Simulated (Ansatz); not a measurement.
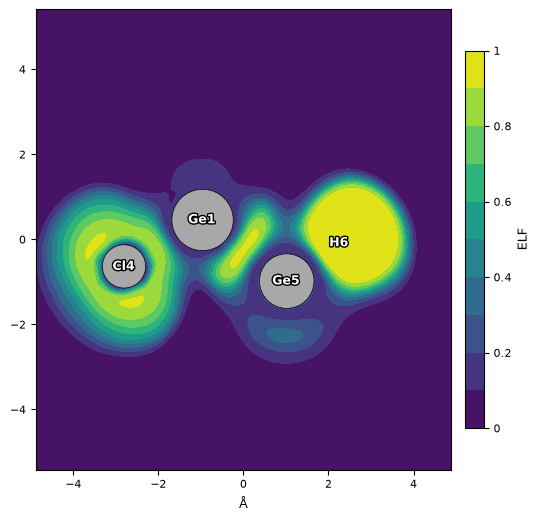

*Cl2FGe2H3···H2. ELF on the plane of atoms Cl4, Ge1 and Ge5. Grey discs cover the atomic cores.*

All numbers below come from Ansatz, RHF/def2-SVP.

```csv
atom,x (Å),y (Å),z (Å)
Ge,-0.3361,0.2668,-0.7415
H,-0.8373,-0.8367,3.7319
Cl,1.7947,0.4297,-0.5445
Cl,-0.9802,1.6943,-2.2085
Ge,-1.1051,-2.0101,-1.1981
H,-0.6518,-2.9004,-0.0429
H,-2.6283,-1.9755,-1.3105
H,-0.4651,-2.4466,-2.5150
F,-0.9705,0.8398,0.7498
H,-0.9135,-0.3511,3.1685
```

**Read the bonding off the picture.**

Atoms in the plane: Ge, Cl and H.
Ge–Cl (2.15 Å): the ELF peaks at about 0.85 in the valence shell of Cl, 0.9 Å from its nucleus, and is about 0.70 at the midpoint.
Ge–Ge (2.45 Å): the ELF peaks at about 0.90 between the atoms; a shared electron pair.
Ge–H (1.53 Å): the ELF climbs to about 1 towards the hydrogen.
The ELF also peaks beside Cl4, away from the bonds: lone-pair regions.
